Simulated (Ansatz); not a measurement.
# How Cr(100) screens a field, part 3 of 3

Where does the screening charge of Cr(100) sit?

Ansatz 0.2.0; plane-wave DFT, PBE, Ansatz PAW (the session's first sound run).

So far. Step 9 (Atoms held, field 0.4 V/Å): The dipole is 0.177 e·Å. Step 10 (The response): The induced dipole is that of a conductor 9.60 Å thick.

## 12. A changed input

This step: plane-wave DFT, PBE, Ansatz PAW, but for the change named below (Ansatz 0.2.0).

Another changed input: it repeats the earlier run at 0.05 V/Å with scf.occupations.method from fermi_dirac to methfessel_paxton and hamiltonian.dispersion to d4.

input.yaml

```yaml
crystal:
  lattice:
    - [2.88, 0.0, 0.0]
    - [0.0, 2.88, 0.0]
    - [0.0, 0.0, 23.76]
  atoms:
    - { symbol: Cr, position: [0.0, 0.0, 0.3787878788], spin: 2.0 }
    - { symbol: Cr, position: [0.5, 0.5, 0.4393939394], spin: -2.0 }
    - { symbol: Cr, position: [0.0, 0.0, 0.5], spin: 2.0 }
    - { symbol: Cr, position: [0.5, 0.5, 0.5606060606], spin: -2.0 }
    - { symbol: Cr, position: [0.0, 0.0, 0.6212121212], spin: 2.0 }
magnetization:
  spin_polarized: true
kpoints:
  mp_grid: { grid: [18, 18, 1] }
hamiltonian:
  xc: pbe
  dispersion: d4
scf:
  occupations: { method: methfessel_paxton, width: 0.1 }
  convergence: { dr2_threshold: 1.0e-10 }
efield:
  axis: 3
  dipole_correction: true
  ramp_position: 0.97
  ramp_width: 0.06
  amplitude: 0.05
output:
  forces: true
  write_potential: true
  write_density: true
  volumetric_format: npy
```

Launch:

```console
$ ansatz run input.yaml --threads 4 --pin off --max-ram 6144MiB --backend cpu --events-out ev --progress --plain --runs-dir out
```

Numbers of over 12 decimals in the logs are rounded to 6 here.

Output:

```text
[...]
Crystal: 5 atoms, lattice volume = 197.075 Å³
Basis set: ecut = 420 eV, 3843 PW (Γ), exchange–correlation on 40×40×320 points (8 copies of the dense FFT grid, shifted against one another)
Bands: 48, of which v1, the nominal top of the filled ones, is band 35 counted from 1 (34 counted from 0)
Symmetry: 8 space group operations
k-points: 55 of 324
[...]
Starting moments: Σ|m| = 10 μB on 5 of 5 sites
[...]
SCF iter   1: F=—  HF=-16898.252459 eV  |F-HF|=—  |Δ(HF+E_count)|=         —  Δρ=7.43e-2 (↑7.14e-2 ↓7.43e-2)  dr2=3.56e1  dr2_m=3.42e0  M=2.420 μB ∫|m|=5.109 μB  β_m=1.00  ethr=3.10e-3  p=0.020 e·Å  D=1.87e-2 V/Å  ΔV_dip=-0.45 eV  dr2_dipole=1.10e-6  V_vac-E_F(+/−)=6.51/5.87 eV  ⟨swp⟩=10.0  Hψ=25259  notcnv=0
[...]
SCF iter  11: F=—  HF=-16887.376934 eV  |F-HF|=—  |Δ(HF+E_count)|=         —  Δρ=1.23e-4 (↑1.23e-4 ↓6.56e-5)  dr2=6.09e-5  dr2_m=9.14e-6  M=4.036 μB ∫|m|=10.824 μB  β_m=0.73  ethr=7.22e-8  p=0.022 e·Å  D=2.02e-2 V/Å  ΔV_dip=-0.48 eV  dr2_dipole=5.01e-9  V_vac-E_F(+/−)=3.97/3.37 eV  ⟨swp⟩=2.9  Hψ=9547  notcnv=0  defer=537
[...]
iteration 11: the input's own smearing fills from here on; a Gaussian of 0.1 eV has filled iterations ahead of it
SCF iter  12: F=—  HF=-16887.376944 eV  |F-HF|=—  |Δ(HF+E_count)|=   9.70e-6  S|Δr|=    0.00e0  Δρ=1.59e-4 (↑1.05e-4 ↓1.59e-4)  dr2=1.68e-4  dr2_m=2.97e-6  M=4.037 μB ∫|m|=10.827 μB  β_m=0.63  ethr=7.22e-8  p=0.022 e·Å  D=2.02e-2 V/Å  ΔV_dip=-0.48 eV  dr2_dipole=8.49e-10  V_vac-E_F(+/−)=3.97/3.36 eV  ⟨swp⟩=2.2  Hψ=7957  notcnv=0  defer=537  recentre
[...]
SCF iter  23: F=-16887.376938 eV  HF=-16887.376938 eV  |F-HF|=1.46e-11  |Δ(HF+E_count)|=    0.00e0  S|Δr|=    0.00e0  Δρ=6.09e-8 (↑6.09e-8 ↓2.74e-8)  dr2=1.58e-11  dr2_m=1.59e-12  M=4.038 μB ∫|m|=10.829 μB  ethr=1.00e-12  p=0.022 e·Å  D=2.02e-2 V/Å  ΔV_dip=-0.48 eV  dr2_dipole=7.58e-14  V_vac-E_F(+/−)=3.96/3.36 eV  ⟨swp⟩=5.7  Hψ=22563  notcnv=0
SCF 1 converged in 23 iterations: F = -16887.376938 eV  dr2 = 1.58e-11
[...]
this state was not tested for a lower state beside it, because cold or Methfessel-Paxton smearing, or corrected tetrahedra, fill the levels in a way that the test cannot read (fill_not_monotonic; see scf.lower_state_search)
SCF converged after 23 iterations
Magnetization: 4.0377 μB (37.0188 up, 32.9812 down)
Absolute magnetization: 10.8289 μB (∫|ρ↑−ρ↓|, with the PAW one-centre terms)
[...]
Per-site moments (μB) at R_I (Å): [(2.596277, 1.028838), (-1.555173, 1.028838), (1.263290, 1.028838), (-1.555970, 1.028838), (2.595294, 1.028838)]
Free energy (F): -16887.376938 eV
[...]
Internal energy: -16887.378194 eV  (E = F + TS)
E sigma→0 (E₀):  -16887.377252 eV
Entropy (-TS):   0.001257 eV (0.251 meV/atom)
Fermi energy:    3.250519 eV
Dipole field:    D = 0.020246 V/Å  (p = 0.022050 e·Å, saw-weighted, corrected)
Work function:   not extracted (applied field tilts the vacuum); planar V_es + V_field profile in the machine report
[...]
--- Forces (eV/Å), atoms counted from 1 ---
  atom   1  Cr     0.00000000    -0.00000000     0.63806981
  atom   2  Cr    -0.00000000     0.00000000    -0.43158082
  atom   3  Cr     0.00000000    -0.00000000     0.00022144
  atom   4  Cr     0.00000000     0.00000000     0.43147466
  atom   5  Cr    -0.00000000     0.00000000    -0.63818502
  max |Σ_I F_I| component: 6.46e-8 eV/Å
--- Band table (eV; the first three rows and the last of 110) ---
  k-point 0 ↑: bands = [... 31 lower, 2.3291, 2.3649, 2.3649, 2.3925, 2.3925, 2.6120, 2.9632, 3.1480, ... 9 higher]
  k-point 1 ↑: bands = [... 31 lower, 2.3170, 2.3593, 2.3757, 2.4505, 2.5506, 2.6440, 2.9858, 3.2250, ... 9 higher]
  k-point 2 ↑: bands = [... 31 lower, 2.1553, 2.3102, 2.3849, 2.6260, 2.6828, 2.7724, 2.9972, 3.0119, ... 9 higher]
  k-point 54 ↓: bands = [... 31 lower, 3.1920, 3.1920, 4.2126, 4.2409, 4.4789, 4.5405, 4.8365, 5.3934, ... 9 higher]
```

Run time: 78 s. Hardware: 4 threads of Arm Neoverse V1, shared host; peak memory 0.99 GiB; 4.9 min of CPU time.

Numbers from this step:

| Quantity | Value |
| --- | --- |
| energy at zero smearing | -16887.3773 eV |
| total moment | 4.038 μB |
| site moments | 2.596, -1.555, 1.263, -1.556, 2.595 μB |
| dipole along the normal | 0.02205 e·Å |

Site moment by atom:

| atom | site moment (μB) |
| --- | --- |
| Cr1 | 2.60 |
| Cr2 | -1.56 |
| Cr3 | 1.26 |
| Cr4 | -1.56 |
| Cr5 | 2.60 |

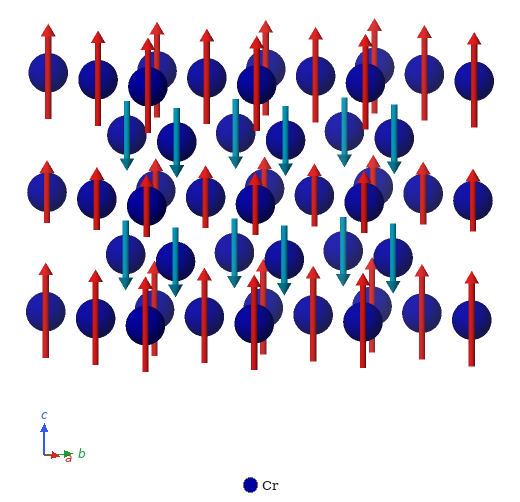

Site moment as arrows, the longest 2.60 μB. Up and down stand for the sign. Arrows give size and sign along the axis of quantisation, drawn up and down the page. The two directions have two colours. 2×3×1 cells are drawn. Some periodic images of atoms are drawn too.

Force by atom:

| atom | x (eV/Å) | y (eV/Å) | z (eV/Å) | size |
| --- | --- | --- | --- | --- |
| Cr1 | 0.000 | 0.000 | 0.638 | 0.638 |
| Cr2 | 0.000 | 0.000 | -0.432 | 0.432 |
| Cr3 | 0.000 | 0.000 | 0.000 | 0.000 |
| Cr4 | 0.000 | 0.000 | 0.431 | 0.431 |
| Cr5 | 0.000 | 0.000 | -0.638 | 0.638 |

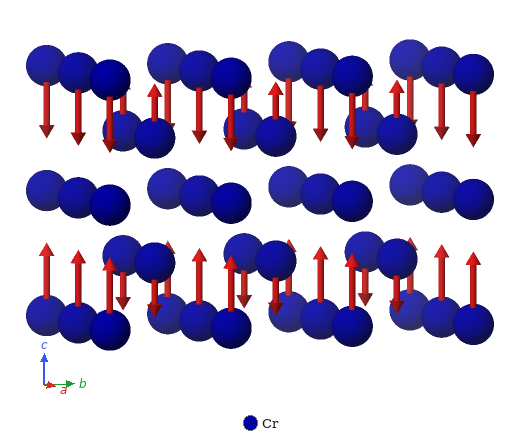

Force as arrows, the longest 0.638 eV/Å. 2×3×1 cells are drawn. Some periodic images of atoms are drawn too.

| quantity | this run | earlier run | difference |
| --- | --- | --- | --- |
| dipole along the normal (e·Å) | 0.02205 | 0.02201 | 4.3e-5 |
| total moment (μB) | 4.038 | 4.046 | -0.0083 |

Nothing in the table moves by 0.01 in its unit (for the dipole 0.5 % and 5e-5 e·Å). The run took 23 SCF cycles against 19.

## 13. Outcome

```yaml
work_function: 3.71 eV
image_plane_upper_face: 1.88 Å
induced_electrons_on_the_upper_face_over_eps_0e: -1.01
equivalent_conductor_thickness_p_eps_0ae: 9.60 Å
```

What this shows: The induced charge has its centre 1.88 Å outside the outermost atoms; this is the plane from which a capacitor's gap or an image potential counts. The equivalent conductor thickness exceeds the distance between the outer atoms by 3.84 Å, about the sum of the two image-plane distances. The atoms are held at bulk positions with the tabulated experimental lattice constant. The magnetic order is the one reached from the typed start; other orders were not compared.

[Logs are printed without paths, hosts, clocks, repeated set-up lines and the standing remarks that a program may print on its own settings, such as how far it seeks lower states.]

[Hosts, paths, dates, database ids (printed as entryN), source tags and the programs' standing remarks are cut or masked in the printed files.]

[Maps of the electrostatic potential energy from Ansatz leave out the sawtooth potential of an applied field or a dipole correction, so their vacuum need not be flat; planar profiles and work functions include it.]
